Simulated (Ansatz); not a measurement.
**AsTe₄ (charge +1, quintet): density, localisation and related maps**

The calculation's input:

```
crystal:
  periodic: [false, false, false]
  atoms:
    - {symbol: As, position_ang: [0.558782, 1.108721, 1.177616]}
    - {symbol: Te, position_ang: [2.090565, -0.456511, -0.219938]}
    - {symbol: Te, position_ang: [-0.292335, 1.835780, -1.198473]}
    - {symbol: Te, position_ang: [-1.740087, -0.438897, 1.055193]}
    - {symbol: Te, position_ang: [-0.616926, -2.049092, -0.814408]}
basis:
  gaussian: {orbitals: def2-TZVP, initial_orbitals: start.molden}
total_charge: 1
magnetization: {spin_polarized: true, initial_magnetization: 4}
hamiltonian: {xc: pbe0, dispersion: d4}
scf: {omitted_lower_state_checks: [starts]}
output: {orbitals: {seedname: orbitals}}
```

Command:

```sh
ansatz run in.yaml --threads 4 --pin off --events-out ev --progress --plain --max-ram 4787MiB
```

Geometry: PBE-D4/def2-SVP; core potentials replace the inner electrons of Te.

All numbers below come from UKS PBE0-D4/def2-TZVP (Ansatz 0.2.0).

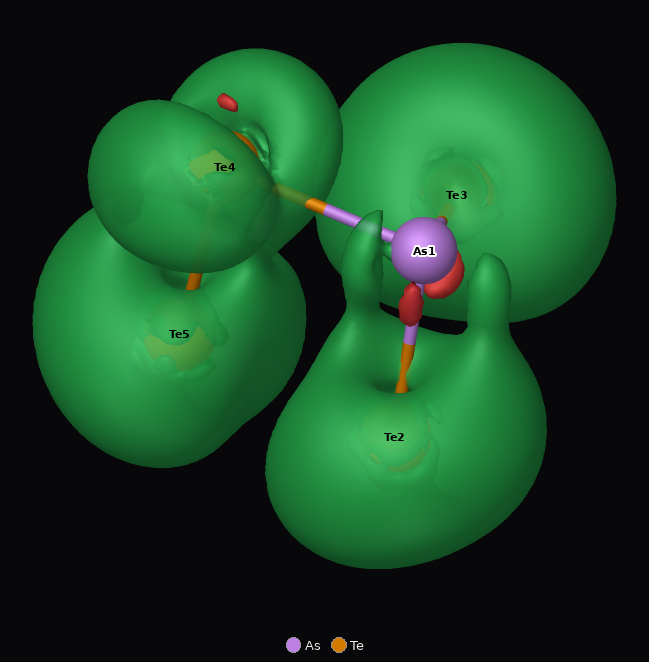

Figure 1. Isosurfaces of the spin density (α minus β) at +0.015 (green) and −0.015 e/Å³ (red), seen across its widest extent.

Describe the spin distribution.

The unpaired spin (4 electrons) lies mostly on Te3 (about 1.3), Te5 (about 1.0), Te2 (about 1.0) and Te4 (about 0.6), in electrons by Hirshfeld's partition.

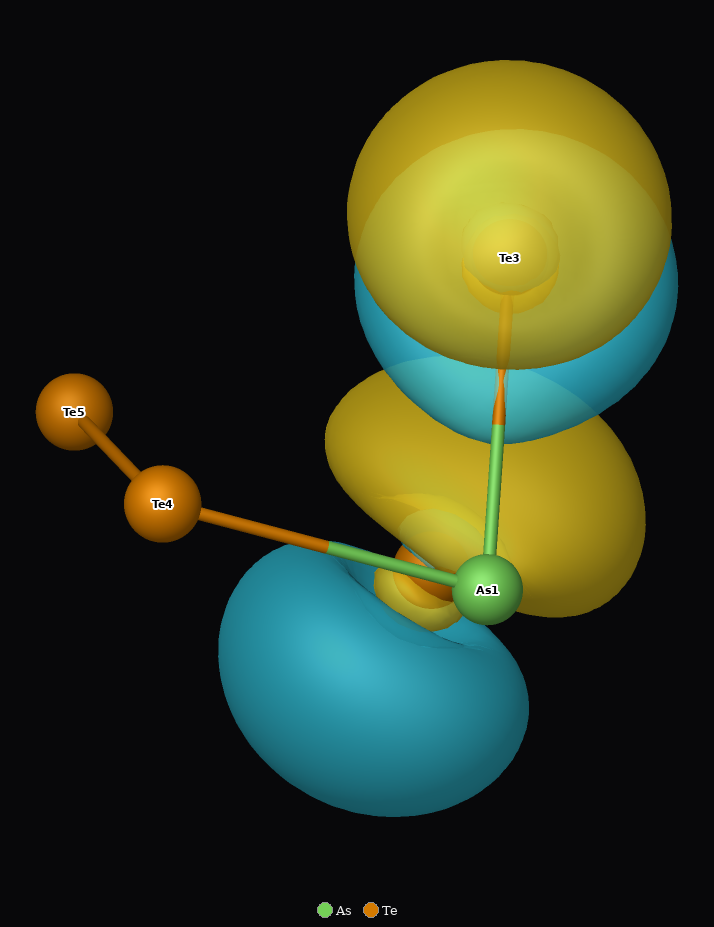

Figure 2. The HOMO−1 (α) at ±0.1 Å⁻³ᐟ² (yellow and cyan are the two phases), seen from one side.

What is the character of this orbital?

Its weight (Hirshfeld) is mainly on Te2 (about 50 %) and Te3 (about 45 %). Its energy is −10.68 eV.

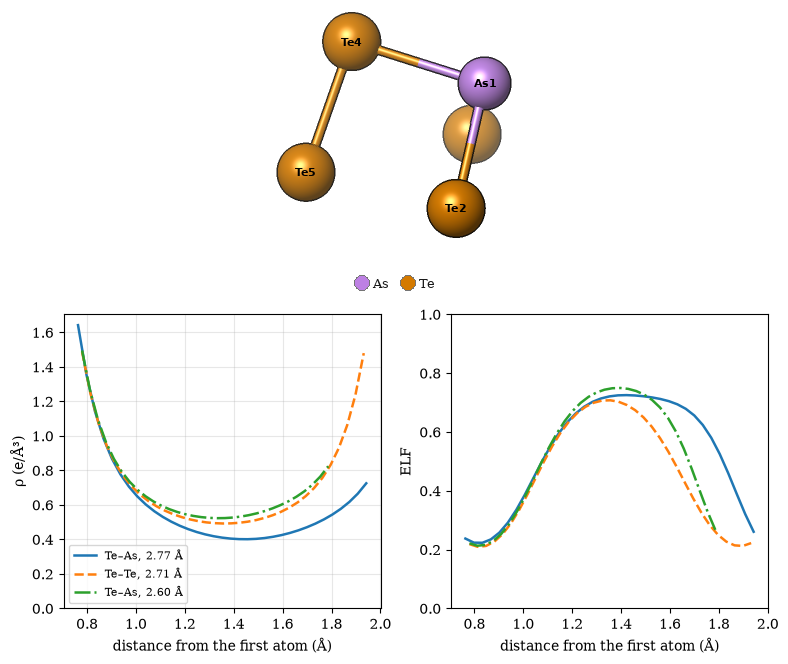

Figure 3. Electron density and ELF along straight lines between neighbouring atoms. The curves leave out the atomic cores. The structure is drawn too.

What can be read from the curves?

Te–As (2.77 Å): the density is about 0.41 e/Å³ at the midpoint; the ELF peaks at about 0.75 between the atoms.
Te–Te (2.71 Å): ρ is about 0.49 e/Å³ halfway; the ELF peaks at about 0.70 between the atoms.
Te–As (2.60 Å): ρ is about 0.53 e/Å³ halfway; the ELF peaks at about 0.75 between the atoms.
